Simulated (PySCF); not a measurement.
Single-point calculation of PS (charge −1) (part 1 of 2)

System: PS, charge −1, multiplicity 3.
Method: ROHF/jorge-dzp, nevpt2 (PySCF 2.14.0).

Figures and captions count atoms from 1; the log counts them from 0 in places.

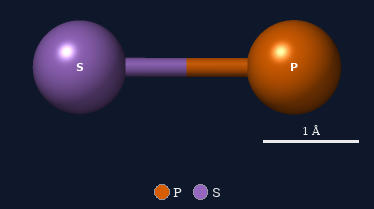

Figure 1. The structure as given in the input (ball-and-stick view, seen on its broad side).

Key numbers:

| quantity | value |
| --- | --- |
| outcome | converged |
| SCF energy | −738.273175 hartree |
| hardware | 1 CPU thread, shared host |
| wall time | 3.5 s |

The input:
```python
from pyscf import gto, scf, mcscf, mrpt

mol = gto.M(
    atom='P 0 0 0; S 0 0 2.257',
    basis='jorge-dzp',
    charge=-1,
    spin=2,
    symmetry=True,
    verbose=4,
)
mf = scf.ROHF(mol)
mf = mf.density_fit(auxbasis='cc-pvdz-jkfit')
mf.kernel()
mc = mcscf.CASSCF(mf, 6, 8)
mc.kernel()
mc.analyze()
mrpt.NEVPT(mc).kernel()
mf.dip_moment()
print('orbital energies (hartree):', mf.mo_energy[..., max(0, mol.nelec[1]-3):mol.nelec[0]+3].round(4))
```

Launch command:
```bash
OMP_NUM_THREADS=1 python input.py
```

What the program printed:
```
PySCF version 2.14.0

[INPUT] verbose = 4
[INPUT] num. atoms = 2
[INPUT] num. electrons = 32
[INPUT] charge = -1
[INPUT] spin (= nelec alpha-beta = 2S) = 2
[INPUT] symmetry True subgroup None
[INPUT] Mole.unit = angstrom
[INPUT] Symbol           X                Y                Z      unit          X                Y                Z       unit  Magmom
[INPUT]  1 P      0.000000000000   0.000000000000   0.000000000000 AA    0.000000000000   0.000000000000   0.000000000000 Bohr   0.0
[INPUT]  2 S      0.000000000000   0.000000000000   2.257000000000 AA    0.000000000000   0.000000000000   4.265111863143 Bohr   0.0

nuclear repulsion = 56.2705053703146
point group symmetry = Coov
symmetry origin: [0.         0.         2.20134806]
symmetry axis x: [1. 0. 0.]
symmetry axis y: [0. 1. 0.]
symmetry axis z: [0. 0. 1.]
num. orbitals of irrep A1 = 24
num. orbitals of irrep E1x = 10
num. orbitals of irrep E1y = 10
num. orbitals of irrep E2x = 2
num. orbitals of irrep E2y = 2
number of shells = 24
number of NR pGTOs = 88
number of NR cGTOs = 48
basis = jorge-dzp
ecp = {}

******** <class 'pyscf.df.df_jk.DFSymAdaptedROHF'> ********
method = DFSymAdaptedROHF
initial guess = minao
damping factor = 0
level_shift factor = 0
DIIS = <class 'pyscf.scf.diis.CDIIS'>
diis_start_cycle = 1
diis_space = 8
diis_damp = 0
SCF conv_tol = 1e-09
SCF conv_tol_grad = None
SCF max_cycles = 50
direct_scf = False
num. doubly occ = 15  num. singly occ = 2
Freeze 0 electrons in irreps []
    32 free electrons in irreps A1 E1x E1y E2x E2y
Set gradient conv threshold to 3.16228e-05
******** <class 'pyscf.df.df.DF'> ********
auxbasis = cc-pvdz-jkfit
init E= -737.792997996551
HOMO (E1y) = -0.13146579358996  LUMO (A1) = 0.0316157905018457
cycle= 1 E= -738.236637128622  delta_E= -0.444  |g|= 0.28  |ddm|= 1.13
HOMO (E1y) = 0.0645160008305385  LUMO (A1) = 0.338482735246842
cycle= 2 E= -738.229308862026  delta_E= 0.00733  |g|= 0.275  |ddm|= 0.494
HOMO (E1y) = 0.0864329530569377  LUMO (A1) = 0.337655167854436
cycle= 3 E= -738.268419950933  delta_E= -0.0391  |g|= 0.0702  |ddm|= 0.313
HOMO (E1y) = 0.072425628407383  LUMO (A1) = 0.331961607428894
cycle= 4 E= -738.271568247718  delta_E= -0.00315  |g|= 0.0312  |ddm|= 0.0832
HOMO (E1y) = 0.0743044895504408  LUMO (A1) = 0.336259530224154
cycle= 5 E= -738.272672167724  delta_E= -0.0011  |g|= 0.0186  |ddm|= 0.0589
HOMO (E1y) = 0.0720720956860523  LUMO (A1) = 0.336964934777214
cycle= 6 E= -738.273127946154  delta_E= -0.000456  |g|= 0.00534  |ddm|= 0.0504
HOMO (E1y) = 0.0714914891064873  LUMO (A1) = 0.336766154130942
cycle= 7 E= -738.273173504733  delta_E= -4.56e-05  |g|= 0.000857  |ddm|= 0.0181
HOMO (E1y) = 0.0716703746044209  LUMO (A1) = 0.3368398943567
cycle= 8 E= -738.273174689986  delta_E= -1.19e-06  |g|= 0.000193  |ddm|= 0.00346
HOMO (E1y) = 0.0716327477973882  LUMO (A1) = 0.336821628251911
cycle= 9 E= -738.273174750395  delta_E= -6.04e-08  |g|= 7.56e-05  |ddm|= 0.00055
HOMO (E1y) = 0.0716503944244424  LUMO (A1) = 0.336823709902163
cycle= 10 E= -738.273174754323  delta_E= -3.93e-09  |g|= 6.59e-06  |ddm|= 0.000166
HOMO (E1y) = 0.0716482257238251  LUMO (A1) = 0.336824345399791
cycle= 11 E= -738.273174754355  delta_E= -3.23e-11  |g|= 2.14e-06  |ddm|= 1.4e-05
```

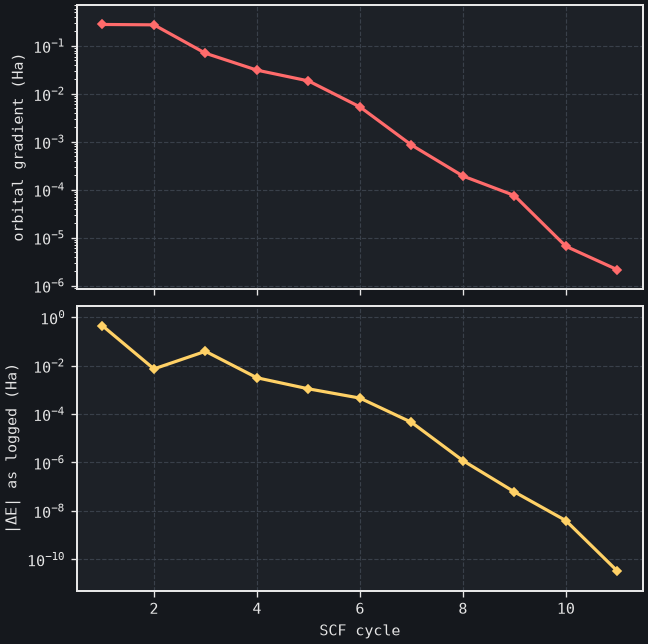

Figure 2. Convergence of the self-consistent field: orbital gradient and size of the energy change against the SCF cycle. The residual falls at every step.

```
HOMO (E1y) = 0.0716488178150798  LUMO (A1) = 0.336824353477382
Extra cycle  E= -738.273174754358  delta_E= -3.64e-12  |g|= 1.11e-06  |ddm|= 4e-06
converged SCF energy = -738.273174754358

******** <class 'pyscf.mcscf.df.DFSymAdaptedCASSCF'> ********
CAS (5e+3e, 6o), ncore = 12, nvir = 30
max_cycle_macro = 50
max_cycle_micro = 4
conv_tol = 1e-07
conv_tol_grad = None
orbital rotation max_stepsize = 0.02
orbital rotation threshold for CI restart = 0.01
augmented hessian ah_max_cycle = 30
augmented hessian ah_conv_tol = 1e-12
augmented hessian ah_linear dependence = 1e-14
augmented hessian ah_level shift = 1e-08
augmented hessian ah_start_tol = 2.5
augmented hessian ah_start_cycle = 3
augmented hessian ah_grad_trust_region = 3
kf_trust_region = 3
kf_interval = 4
ci_response_space = 4
ci_grad_trust_region = 3
with_dep4 0
natorb = False
canonicalization = True
sorting_mo_energy = False
ao2mo_level = 2
internal_rotation = False
******** <class 'pyscf.fci.direct_spin1_symm.FCISolver'> ********
max. cycles = 50
conv_tol = 1e-08
davidson only = False
linear dependence = 1e-12
level shift = 0.001
max iter space = 12
nroots = 1
pspace_size = 400
spin = None
CI wfn symmetry = None
DFCASCI/DFCASSCF: density fitting for JK matrix and 2e integral transformation
Symmetries of active orbitals: A1 E1x E1y E1x E1y A1
Active space CI wfn symmetry = A2
CASCI E = -738.294290251455  S^2 = 2.0000000
Set conv_tol_grad to 0.000316228
macro iter   1 ( 21 JK    4 micro), CASSCF E = -738.307101391734  dE = -1.28111403e-02  S^2 = 2.0000000
               |grad[o]|=0.0543  |grad[c]|=0.0211  |ddm|=0.063  |maxRot[o]|=0.292
macro iter   2 ( 12 JK    4 micro), CASSCF E = -738.307770522123  dE = -6.69130390e-04  S^2 = 2.0000000
               |grad[o]|=0.0216  |grad[c]|=0.0037  |ddm|=0.0233  |maxRot[o]|=0.0867
macro iter   3 ( 13 JK    4 micro), CASSCF E = -738.307869839737  dE = -9.93176139e-05  S^2 = 2.0000000
               |grad[o]|=0.00552  |grad[c]|=0.000569  |ddm|=0.00364  |maxRot[o]|=0.0333
macro iter   4 (  8 JK    3 micro), CASSCF E = -738.307876427024  dE = -6.58728652e-06  S^2 = 2.0000000
               |grad[o]|=0.00103  |grad[c]|=9.08e-05  |ddm|=0.00187  |maxRot[o]|=0.0115
macro iter   5 (  4 JK    1 micro), CASSCF E = -738.307876466311  dE = -3.92871016e-08  S^2 = 2.0000000
               |grad[o]|=8.39e-05  |grad[c]|=4.19e-05  |ddm|=0.000161  |maxRot[o]|=0.000754
1-step CASSCF converged in   5 macro ( 58 JK  16 micro) steps
CASSCF canonicalization
Density matrix diagonal elements [1.93709922 1.95987031 1.95987031 1.03897485 1.03897485 0.06521046]
CASSCF energy = -738.307876466311
CASCI E = -738.307876466311  E(CI) = -9.72285448871571  S^2 = 2.0000000
Natural occ [1.94037093 1.97465189 1.97465189 1.02419326 1.02419326 0.06193876]
Natural orbital (expansion on meta-Lowdin AOs) in CAS space
               #1        #2        #3        #4        #5
0 P 1s           0.00181   0.00000   0.00000   0.00000   0.00000
0 P 2s           0.01807   0.00000  -0.00000  -0.00000  -0.00000
0 P 3s           0.00473   0.00000  -0.00000   0.00000  -0.00000
0 P 4s           0.04449  -0.00000  -0.00000  -0.00000  -0.00000
0 P 5s          -0.01590   0.00000   0.00000   0.00000  -0.00000
0 P 6s           0.01663  -0.00000  -0.00000  -0.00000  -0.00000
0 P 7s           0.00213  -0.00000  -0.00000   0.00000  -0.00000
0 P 2px          0.00000  -0.00972  -0.00000  -0.00541   0.00000
0 P 2py         -0.00000   0.00000  -0.00972  -0.00000  -0.00541
0 P 2pz          0.00989  -0.00000   0.00000  -0.00000   0.00000
0 P 3px          0.00000  -0.44750  -0.00000  -0.89094   0.00000
0 P 3py         -0.00000  -0.00000  -0.44750   0.00000  -0.89094
0 P 3pz          0.64981   0.00000   0.00000   0.00000   0.00000
0 P 4px         -0.00000   0.02027  -0.00000   0.05709  -0.00000
0 P 4py         -0.00000   0.00000   0.02027  -0.00000   0.05709
0 P 4pz          0.02082  -0.00000  -0.00000  -0.00000  -0.00000
0 P 5px         -0.00000  -0.00885   0.00000  -0.02603  -0.00000
0 P 5py          0.00000   0.00000  -0.00885  -0.00000  -0.02603
0 P 5pz          0.00146  -0.00000  -0.00000  -0.00000  -0.00000
0 P 3dxy         0.00000   0.00000   0.00000   0.00000  -0.00000
0 P 3dyz        -0.00000   0.00000   0.03959  -0.00000  -0.02644
0 P 3dz^2       -0.06079  -0.00000  -0.00000  -0.00000  -0.00000
0 P 3dxz        -0.00000   0.03959  -0.00000  -0.02644  -0.00000
0 P 3dx2-y2      0.00000   0.00000   0.00000  -0.00000  -0.00000
1 S 1s          -0.00001  -0.00000   0.00000  -0.00000   0.00000
1 S 2s          -0.00205  -0.00000   0.00000  -0.00000   0.00000
1 S 3s           0.06147   0.00000   0.00000   0.00000  -0.00000
1 S 4s          -0.03360  -0.00000  -0.00000  -0.00000  -0.00000
1 S 5s          -0.00924   0.00000   0.00000   0.00000  -0.00000
1 S 6s          -0.01185   0.00000   0.00000   0.00000  -0.00000
1 S 7s          -0.00107   0.00000   0.00000   0.00000  -0.00000
1 S 2px         -0.00000  -0.00992   0.00000   0.00274   0.00000
1 S 2py          0.00000  -0.00000  -0.00992  -0.00000   0.00274
1 S 2pz         -0.01162   0.00000   0.00000  -0.00000  -0.00000
1 S 3px          0.00000  -0.89114  -0.00000   0.44551  -0.00000
1 S 3py         -0.00000  -0.00000  -0.89114  -0.00000   0.44551
1 S 3pz         -0.74994   0.00000  -0.00000   0.00000   0.00000
1 S 4px         -0.00000  -0.05042   0.00000   0.04806  -0.00000
1 S 4py          0.00000   0.00000  -0.05042  -0.00000   0.04806
1 S 4pz          0.01081   0.00000   0.00000   0.00000   0.00000
1 S 5px          0.00000  -0.01476  -0.00000   0.01408   0.00000
1 S 5py          0.00000   0.00000  -0.01476  -0.00000   0.01408
1 S 5pz         -0.00516   0.00000   0.00000   0.00000   0.00000
1 S 3dxy         0.00000  -0.00000  -0.00000   0.00000  -0.00000
1 S 3dyz         0.00000   0.00000  -0.02432  -0.00000  -0.02389
1 S 3dz^2       -0.05321   0.00000   0.00000   0.00000   0.00000
1 S 3dxz        -0.00000  -0.02432  -0.00000  -0.02389  -0.00000
1 S 3dx2-y2      0.00000  -0.00000  -0.00000   0.00000   0.00000
               #6
0 P 1s          -0.00192
0 P 2s          -0.01937
0 P 3s           0.22362
0 P 4s           0.00870
0 P 5s          -0.00174
0 P 6s           0.00358
0 P 7s           0.00004
0 P 2px         -0.00000
0 P 2py         -0.00000
0 P 2pz         -0.00385
0 P 3px          0.00000
0 P 3py          0.00000
0 P 3pz         -0.69825
0 P 4px         -0.00000
0 P 4py          0.00000
0 P 4pz         -0.03698
0 P 5px         -0.00000
0 P 5py          0.00000
0 P 5pz         -0.00154
0 P 3dxy        -0.00000
0 P 3dyz        -0.00000
0 P 3dz^2        0.02740
0 P 3dxz        -0.00000
0 P 3dx2-y2      0.00000
1 S 1s          -0.00014
1 S 2s          -0.00079
1 S 3s          -0.22445
1 S 4s           0.06492
1 S 5s           0.01779
1 S 6s           0.02257
1 S 7s           0.00270
1 S 2px          0.00000
1 S 2py          0.00000
1 S 2pz         -0.00376
1 S 3px          0.00000
1 S 3py          0.00000
1 S 3pz         -0.63208
1 S 4px         -0.00000
1 S 4py         -0.00000
1 S 4pz          0.03988
1 S 5px          0.00000
1 S 5py         -0.00000
1 S 5pz          0.01002
1 S 3dxy        -0.00000
1 S 3dyz        -0.00000
1 S 3dz^2        0.05645
1 S 3dxz        -0.00000
1 S 3dx2-y2     -0.00000
<mo_coeff-mcscf|mo_coeff-hf>  1      1        1.00000000
<mo_coeff-mcscf|mo_coeff-hf>  2      2        1.00000000
<mo_coeff-mcscf|mo_coeff-hf>  3      3        0.99999836
<mo_coeff-mcscf|mo_coeff-hf>  4      4        0.99999916
<mo_coeff-mcscf|mo_coeff-hf>  5      5        0.99998634
<mo_coeff-mcscf|mo_coeff-hf>  6      6        0.99999183
<mo_coeff-mcscf|mo_coeff-hf>  7      7        0.99999183
<mo_coeff-mcscf|mo_coeff-hf>  8      8        0.99997724
<mo_coeff-mcscf|mo_coeff-hf>  9      9        0.99997724
<mo_coeff-mcscf|mo_coeff-hf>  10     10       0.99998687
<mo_coeff-mcscf|mo_coeff-hf>  11     11       0.97519175
<mo_coeff-mcscf|mo_coeff-hf>  12     12       0.98467874
<mo_coeff-mcscf|mo_coeff-hf>  13     13       0.97214904
<mo_coeff-mcscf|mo_coeff-hf>  14     14       0.99993000
<mo_coeff-mcscf|mo_coeff-hf>  15     15       0.99993000
<mo_coeff-mcscf|mo_coeff-hf>  16     16       0.99963091
<mo_coeff-mcscf|mo_coeff-hf>  17     17       0.99963091
<mo_coeff-mcscf|mo_coeff-hf>  18     18       0.90720179
<mo_coeff-mcscf|mo_coeff-hf>  19     19       0.76022669
<mo_coeff-mcscf|mo_coeff-hf>  19     20       0.53320504
<mo_coeff-mcscf|mo_coeff-hf>  20     19      -0.64674449
<mo_coeff-mcscf|mo_coeff-hf>  20     20       0.67035011
<mo_coeff-mcscf|mo_coeff-hf>  21     21       0.99460431
<mo_coeff-mcscf|mo_coeff-hf>  22     22       0.99460431
<mo_coeff-mcscf|mo_coeff-hf>  23     20      -0.47885302
<mo_coeff-mcscf|mo_coeff-hf>  23     23       0.84598406
<mo_coeff-mcscf|mo_coeff-hf>  24     24       0.95800706
<mo_coeff-mcscf|mo_coeff-hf>  25     25       0.95800706
<mo_coeff-mcscf|mo_coeff-hf>  26     26       0.96043816
<mo_coeff-mcscf|mo_coeff-hf>  27     27       0.96043816
<mo_coeff-mcscf|mo_coeff-hf>  28     28       0.99951026
<mo_coeff-mcscf|mo_coeff-hf>  29     29       0.99951026
<mo_coeff-mcscf|mo_coeff-hf>  30     30       0.98963620
<mo_coeff-mcscf|mo_coeff-hf>  31     31       0.99125603
<mo_coeff-mcscf|mo_coeff-hf>  32     32       0.99951026
<mo_coeff-mcscf|mo_coeff-hf>  33     33       0.99951026
<mo_coeff-mcscf|mo_coeff-hf>  34     34       0.99932202
<mo_coeff-mcscf|mo_coeff-hf>  35     35       0.99932202
<mo_coeff-mcscf|mo_coeff-hf>  36     36       0.99821280
<mo_coeff-mcscf|mo_coeff-hf>  37     37       0.99911436
<mo_coeff-mcscf|mo_coeff-hf>  38     38       0.99760418
<mo_coeff-mcscf|mo_coeff-hf>  39     39       0.99760418
<mo_coeff-mcscf|mo_coeff-hf>  40     40       0.99760454
```
